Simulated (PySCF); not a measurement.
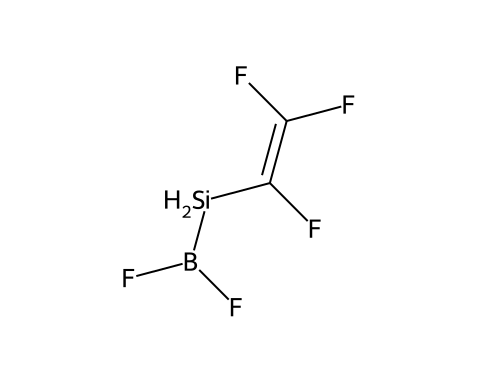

The geometry was computed by an optimisation with GFN2-xTB. No frequency run is at hand to confirm it as a minimum. Properties computed with CAM-B3LYP/def2-SVPD, gas phase (PySCF 2.14.0). Excitations: vertical, linear response.

### Give the dipole moment at this level.

1.50 D.

### Give the HOMO energy (Kohn–Sham orbital) at this level.

−9.26 eV.

### Estimate the mean static polarisability.

66.0 bohr³.

### What is the lowest vertical singlet excitation?

5.71 eV.

The geometry is semi-empirical. Around B, Si such bond lengths and angles can be off by a tenth of an ångström or more and by several degrees, and values that hang on the shape move with them.
